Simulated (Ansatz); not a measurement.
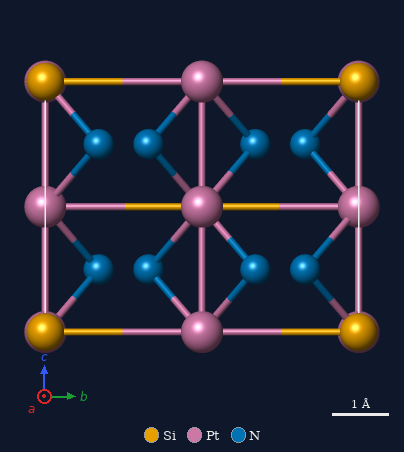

This is the input geometry for a relaxation of solid SiPt₂N₄ (built on the SrAl2Te4-97 type type). A ball-and-stick model of the conventional cell (2 times the calculation's cell), seen along the a axis. Lengths and directions refer to the drawn axes.

Level of theory: DFT, PBEsol, plane waves, PAW (Ansatz 0.2.0).

The input:
```yaml
crystal:
  lattice:
    - [-2.80610087, 2.80610087, 2.24271099]
    - [2.80610087, -2.80610087, 2.24271099]
    - [2.80610087, 2.80610087, -2.24271099]
  atoms:
    - { symbol: Si, position: [0.0, 0.0, 0.0] }
    - { symbol: Pt, position: [0.0, 0.5, 0.5] }
    - { symbol: Pt, position: [0.5, 0.0, 0.5] }
    - { symbol: "N", position: [0.07947153, 0.92052846, 0.5] }
    - { symbol: "N", position: [0.57947153, 0.07947153, 0.15894307] }
    - { symbol: "N", position: [0.92052846, 0.42052847, 0.84105693] }
    - { symbol: "N", position: [0.42052847, 0.57947153, 0.5] }
kpoints:
  mp_grid: { grid: [6, 6, 6] }
hamiltonian:
  xc: pbesol
scf:
  occupations: { method: fermi_dirac, width: 0.03 }
relax:
  f_tol: 0.01
  cell: {}
  max_steps: 120
```

Command:
```bash
ansatz run input.yaml --threads 4 --pin off --max-ram 4608MiB --backend cpu --events-out ev --progress --plain --runs-dir out
```

Q: Predict the outcome.

A: The largest moves relative to the cell, 0.41 Å, are those of N4, N5, N6 and N7. N4 goes along [1 −1 0]. Pt and Si stay in place. Cell: a = b 5.612 → 5.344 Å (−4.8 %), c 4.485 → 5.152 Å (+14.9 %). Volume +4.1 %. Among the contacts that change: Pt2–N4 2.845 → 2.446 Å, Pt2–N4 (another image) 1.758 → 2.132 Å, Pt2–Pt3 2.243 → 2.576 Å, Si1–Pt2 2.806 → 2.672 Å. Among the angles between lasting bonds that change: Pt2–N7–Pt3 79.3° → 74.3°. The space group stays I422 (No. 97). Over 13 accepted moves (16 points after the start) the energy falls by 1201 meV per atom. The largest force component goes from 8.6 to 0.00069 eV/Å. Pressure: 118.00 GPa at the start and 0.00 GPa at the end. The line search rejected the trial step at point 9 of the run. At 2 points the geometry stayed and the basis and grid were re-selected for the new cell (energy shift of 10.0 meV per atom at most each time).

Step by step:

```tsv
step	E − E(0), meV/atom	largest force component, eV/Å	pressure, GPa	volume, Å³/atom	note
0	0.00	8.6051	118.00	10.091	
1	-863.45	3.4451	47.89	10.996	
2	-1109.52	1.1902	14.00	11.898	
3	-1155.28	0.4043	3.14	12.041	
4	-1166.15	0.1607	-0.01	11.884	
5	-1172.90	0.1063	0.02	11.526	
6	-1177.79	0.1589	0.94	11.110	
7	-1181.90	0.1757	8.03	10.077	
8	-1185.46	0.0920	-0.19	10.821	
9	-1182.30	0.1262	-2.60	10.370	rejected
10	-1189.54	0.0961	-1.72	10.528	
11	-1190.47	0.0189	-0.28	10.516	
12	-1190.69	0.0066	-0.01	10.497	
13	-1200.70	0.0069	1.01	10.497	same geometry, new basis
14	-1201.30	0.0050	0.04	10.505	
15	-1201.29	0.0007	0.00	10.509	
16	-1201.34	0.0007	0.00	10.509	same geometry, new basis
```

The structure at the end:

```
CELL_PARAMETERS angstrom
-2.67198 2.67198 2.57584
2.67198 -2.67198 2.57584
2.67198 2.67198 -2.57584
ATOMIC_POSITIONS crystal
Si 0.00000 0.00000 0.00000
Pt 0.00000 0.50000 0.50000
Pt 0.50000 0.00000 0.50000
N 0.02517 0.97483 0.50000
N 0.52517 0.02517 0.05034
N 0.97483 0.47483 0.94966
N 0.47483 0.52517 0.50000
```

After the run, drawn alike:

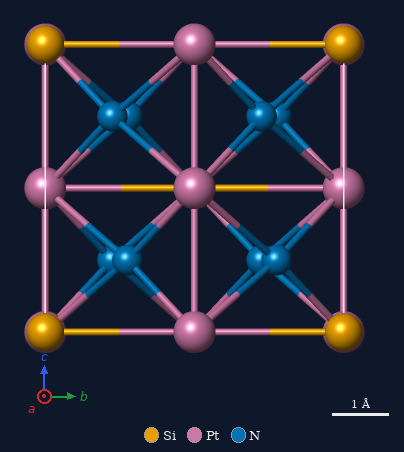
